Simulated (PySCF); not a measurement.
# singlet SiH2Cl+ at 4 levels

Aim: a comparison of 4 runs (M06-2X/STO-3G, NEVPT2(2,2)/STO-3G, QCISD(T)/STO-3G, FCI/STO-3G) of singlet SiH2Cl+. The job is set up through a Python script.

Program for the calculation: PySCF 2.14.0.

9 further runs of the same task are left out: 9 set aside as unsound or not needed.

### Step 1. The molecule

SiH2Cl+: 4 atoms, total charge +1, spin state singlet. As SMILES of the parent species, `[SiH2]Cl`. The coordinates come from a GFN2-xTB relaxation. That shape belongs to the parent species and isn't relaxed for this state.

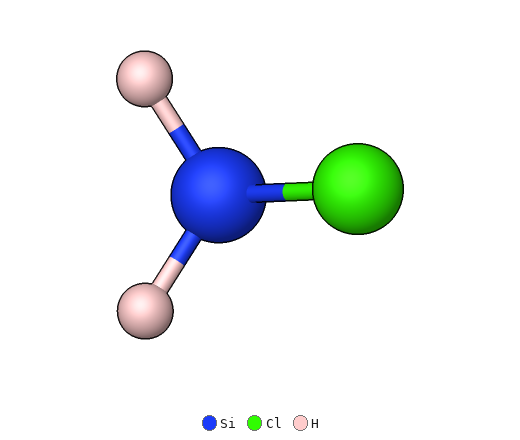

The structure, seen from a chosen angle (silicon blue, chlorine green, hydrogen pink).

### Step 2. A single-point energy at M06-2X/STO-3G (run 1)

geometry.xyz

```xyz
4

Si    -0.283580     0.237700     0.131590
Cl     1.597690    -0.059610     0.811090
H     -1.065000    -0.978280     0.263310
H     -0.249110     0.800200    -1.205980
```

calc.py

```python
from pyscf import gto, dft

mol = gto.M(
    atom='geometry.xyz',
    spin=0,
    verbose=4,
    charge=1,
    basis='sto-3g',
    max_memory=1860,
)

myscf = dft.RKS(mol, xc='m06-2x')
myscf.conv_tol = 1e-10
myscf.grids.level = 5
myscf.kernel()
if not myscf.converged:
    myscf = myscf.newton().run(myscf.mo_coeff, myscf.mo_occ)

e_final = myscf.e_tot
print(f'total energy: {e_final:.8f} hartree')
```

Command:

```console
$ OMP_NUM_THREADS=1 python calc.py
```

Standard output:

```text
PySCF version 2.14.0

[... 71 lines left out ...]
converged SCF energy = -742.267375912716
total energy: -742.26737591 hartree
```

Run time: 2.8 s. Hardware: 1 thread of Arm Neoverse V2, shared host; peak memory 0.2 GiB.

### Step 3. The energy at NEVPT2(2,2)/STO-3G (run 2)

mol.xyz

```xyz
4
ClH2Si
Si    -0.283580     0.237700     0.131590
Cl     1.597690    -0.059610     0.811090
H     -1.065000    -0.978280     0.263310
H     -0.249110     0.800200    -1.205980
```

run.py

```python
import numpy
from pyscf import gto, scf, mp, mcscf, mrpt

system = gto.Mole()
system.atom = 'mol.xyz'
system.charge = 1
system.max_memory = 1860
system.basis = 'sto-3g'
system.verbose = 4
system.build()

myscf = scf.RHF(system)
myscf.conv_tol = 1e-10
myscf.kernel()
if not myscf.converged:
    myscf = myscf.newton().run(myscf.mo_coeff, myscf.mo_occ)

pt = mp.MP2(scf.addons.convert_to_uhf(myscf)).run()
noons, natorbs = mcscf.addons.make_natural_orbitals(pt)
print('natural occupations', numpy.round(noons[:40], 4))
cas = mcscf.CASSCF(myscf, 2, 2)
cas.fix_spin_(ss=0.0)
cas.natorb = True
cas.kernel(natorbs)
e_pt2 = mrpt.NEVPT(cas).kernel()
energy = cas.e_tot + e_pt2
print(f'total energy: {energy:.8f} hartree')
```

Command:

```console
$ OMP_NUM_THREADS=1 python run.py
```

Standard output:

```text
PySCF version 2.14.0

[... 58 lines left out ...]
converged SCF energy = -741.09736356366
[... 55 lines left out ...]
1-step CASSCF converged in   4 macro ( 41 JK  11 micro) steps
[... 13 lines left out ...]
CASSCF energy = -741.110987135755
[... 25 lines left out ...]
Nevpt2 Energy = -0.042162838328134
total energy: -741.15314997 hartree
```

Run time: 0.74 s. Hardware: 1 thread of Arm Neoverse V2, shared host; peak memory 0.12 GiB.

Run 3 isn't shown in full; the table further down has it.

### Step 4. A single-point energy at FCI/STO-3G (run 4)

job.py

```python
from pyscf import gto, scf, mcscf
from pyscf import fci

mol = gto.Mole()
mol.atom = 'Si -0.283580 0.237700 0.131590; Cl 1.597690 -0.059610 0.811090; H -1.065000 -0.978280 0.263310; H -0.249110 0.800200 -1.205980'
mol.verbose = 3
mol.charge = 1
mol.basis = 'sto-3g'
mol.max_memory = 1860
mol.build()

myscf = scf.RHF(mol)
myscf.conv_tol = 1e-10
myscf.kernel()
if not myscf.converged:
    myscf = myscf.newton().run(myscf.mo_coeff, myscf.mo_occ)

cas = mcscf.CASCI(myscf, myscf.mo_coeff.shape[-1] - 10, (mol.nelec[0] - 10, mol.nelec[1] - 10))  # full CI above the frozen core
cas.fcisolver = fci.direct_spin0.FCI(mol)  # even spin states alone
cas.kernel()
print('<S^2> = %.4f' % cas.fcisolver.spin_square(cas.ci, cas.ncas, cas.nelecas)[0])
etot = cas.e_tot
print(f'total energy: {etot:.8f} hartree')
```

Command:

```console
$ OMP_NUM_THREADS=1 python job.py
```

Standard output:

```text
converged SCF energy = -741.09736356366
CASCI E = -741.169823433764  E(CI) = -32.1568012142166  S^2 = 0.0000000
<S^2> = 0.0000
total energy: -741.16982343 hartree
```

Wall time 0.9 s (1 thread of Arm Neoverse V2, shared host); peak memory 0.12 GiB.

### Step 5. All runs side by side

| run | level | integration grid | active selection | energy (Eh) | HOMO energy (eV) | LUMO energy (eV) | HOMO–LUMO gap (eV) | wall time |
| --- | --- | --- | --- | --- | --- | --- | --- | --- |
| 1 | M06-2X/STO-3G | 5 | – | -742.267376 | -15.86 | -8.94 | 6.92 | 2.8 s |
| 2 | NEVPT2(2,2)/STO-3G | – | mp2 natural orbitals | -741.153150 | -17.72 | -5.89 | 11.83 | 0.74 s |
| 3 | QCISD(T)/STO-3G | – | – | -741.169788 | -17.72 | -5.89 | 11.83 | 0.66 s |
| 4 | FCI/STO-3G | – | – | -741.169823 | -17.72 | -5.89 | 11.83 | 0.9 s |

### Step 6. Outcome

| quantity | value |
| --- | --- |
| run 4: total energy | -741.16982 Eh |
| run 4: HOMO energy (Hartree–Fock orbitals) | -17.72 eV |
| run 4: LUMO energy (Hartree–Fock orbitals) | -5.89 eV |
| run 4: HOMO–LUMO gap (Hartree–Fock orbitals) | 11.83 eV |
| run 4: correlation energy (10 core orbitals frozen) | -72.5 mEh |

Against full CI in this basis: QCISD(T) +0.0 mEh. In runs 1, 2, 3, 4 the basis is minimal, so the values are rough. All runs together took 5 s, the longest 2.8 s.
